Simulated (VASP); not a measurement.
Band structure of BAs (relaxed from the WC structure, space group P-6m2). Level of theory: r2SCAN meta-GGA, VASP's PBE PAW potentials (set 64) (plane waves; VASP 6.6.1).

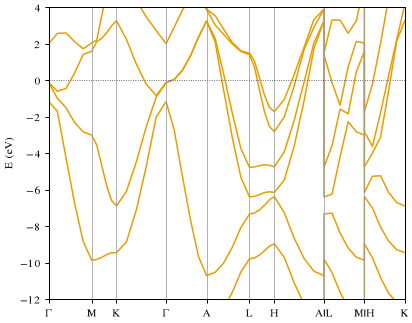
*Bands along high-symmetry lines, zero at the valence-band maximum or, without a gap, the Fermi level*

Q: Read the plot: is there a gap, and where are the band edges?

A: It has no gap at this level: it comes out as a metal or semimetal.

The structure was generated: BAs was put into the WC type (P-6m2), which need not be its known phase. It was relaxed first, which changed the volume by +14 %.
